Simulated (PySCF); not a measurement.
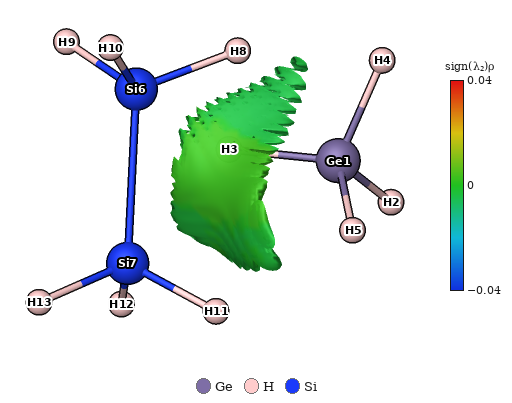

GeH₁₀Si₂, SMILES `[GeH4].[SiH3][SiH3]`. Non-covalent interaction surfaces between the fragments (reduced density gradient s = 0.4, coloured by sign(λ₂)ρ in a.u.; trimmed to the region between the fragments where ρ is under 0.06 a.u.). Fragment A: GeH4 (atoms 1–5); fragment B: Si2H6.

Method: CAM-B3LYP/def2-TZVP; geometry: GFN2-xTB; program: PySCF. GFN2-xTB bond lengths at metals and heavier atoms can be off by up to 0.1 Å and shapes distorted, which carries into these values.

Input script:

```python
import numpy as np
from pyscf import gto, scf, dft
from pyscf.scf import atom_ks, atom_hf
from scipy.linalg import block_diag
from pyscf.dispersion import dftd3

def solve(mol, dm0=None, hcore=None):
    mf = (dft.UKS if mol.spin else dft.RKS)(mol, xc='camb3lyp')
    mf.grids.level = 3
    mf = mf.density_fit(auxbasis='def2-universal-jkfit')
    mf.conv_tol, mf.max_cycle = 1e-8, 80
    if hcore is not None:
        mf.get_hcore = lambda *args: hcore
    mf.kernel(dm0)
    if not mf.converged:
        mf = mf.newton().run(mf.mo_coeff, mf.mo_occ, max_cycle=30)
    assert mf.converged, 'SCF not converged'
    return mf

mol = gto.M(atom='''
Ge    -1.94598    -0.02941     0.00009
H     -3.25416    -0.68116     0.26983
H     -1.19522     0.10695     1.27000
H     -2.19595     1.31304    -0.57851
H     -1.17705    -0.85388    -0.96117
Si     1.96208     1.18070    -0.00056
Si     2.15990    -1.11847     0.00050
H      0.77996     1.64665    -0.73736
H      1.85294     1.73510     1.35300
H      3.11932     1.83874    -0.61544
H      1.86261    -1.70944    -1.30884
H      1.25724    -1.76537     0.95903
H      3.51413    -1.56080     0.34726
''', basis='def2-tzvp', charge=0, spin=0, verbose=4)
mol_a = gto.M(atom='''
Ge    -1.94598    -0.02941     0.00009
H     -3.25416    -0.68116     0.26983
H     -1.19522     0.10695     1.27000
H     -2.19595     1.31304    -0.57851
H     -1.17705    -0.85388    -0.96117
ghost-Si     1.96208     1.18070    -0.00056
ghost-Si     2.15990    -1.11847     0.00050
ghost-H      0.77996     1.64665    -0.73736
ghost-H      1.85294     1.73510     1.35300
ghost-H      3.11932     1.83874    -0.61544
ghost-H      1.86261    -1.70944    -1.30884
ghost-H      1.25724    -1.76537     0.95903
ghost-H      3.51413    -1.56080     0.34726
''', basis='def2-tzvp', charge=0, spin=0, verbose=4)
mol_b = gto.M(atom='''
ghost-Ge    -1.94598    -0.02941     0.00009
ghost-H     -3.25416    -0.68116     0.26983
ghost-H     -1.19522     0.10695     1.27000
ghost-H     -2.19595     1.31304    -0.57851
ghost-H     -1.17705    -0.85388    -0.96117
Si     1.96208     1.18070    -0.00056
Si     2.15990    -1.11847     0.00050
H      0.77996     1.64665    -0.73736
H      1.85294     1.73510     1.35300
H      3.11932     1.83874    -0.61544
H      1.86261    -1.70944    -1.30884
H      1.25724    -1.76537     0.95903
H      3.51413    -1.56080     0.34726
''', basis='def2-tzvp', charge=0, spin=0, verbose=4)
ab, a, b = solve(mol), solve(mol_a), solve(mol_b)
e_int = ab.e_tot - a.e_tot - b.e_tot
print('counterpoise-corrected interaction energy / kcal/mol', e_int * 627.5095)
def disp(atoms, charge):
    m = gto.M(atom=atoms, charge=charge, basis='sto-3g', spin=None, unit='Bohr', verbose=0)
    return dftd3.DFTD3Dispersion(m, xc='camb3lyp', version='d3bj').get_dispersion()['energy']
e_disp = disp(mol._atom, mol.charge) - disp(mol._atom[:5], mol_a.charge) - disp(mol._atom[5:], mol_b.charge)
print('D3(BJ) part / kcal/mol', e_disp * 627.5095)
# spherically averaged free atoms, for the promolecule
atm = atom_ks.get_atm_nrks(mol, xc='camb3lyp')
pro = block_diag(*[(atm[a[0]][2] * atm[a[0]][3]) @ atm[a[0]][2].T for a in mol._atom])
np.savez('result.npz', e_int=e_int, e_disp=e_disp, dm_a=a.make_rdm1(), dm_b=b.make_rdm1(), c=ab.mo_coeff, occ=ab.mo_occ, eps=ab.mo_energy, pro=pro, d=[f.dip_moment(verbose=0) for f in (ab, a, b)])
```

Command:

```sh
OMP_NUM_THREADS=1 python input.py
```

The run took 100 s on 1 thread of Arm Neoverse V1 (shared host), peak memory 1 GiB.

Partitions, critical points and surface values were worked out afterwards from this run's density.

Question: Which interactions hold the two fragments together?

Answer: Bond critical points between the fragments: Ge1···H8, 3.28 Å, ρ = 0.004 a.u.; H5···H12, H···H contact, 3.23 Å, ρ = 0.003 a.u. All are weak and appear green (van der Waals range). Several contacts close a ring, whose ring point adds a part with positive λ₂ between them. The pose is a local one from a semi-empirical search, not shown to be the most stable.

Question: How strongly are they bound?

Answer: The counterpoise-corrected interaction energy of the frozen fragments is +0.3 kcal/mol without dispersion correction and −1.7 kcal/mol with D3(BJ). The pair geometry is semi-empirical, not a minimum at this level.
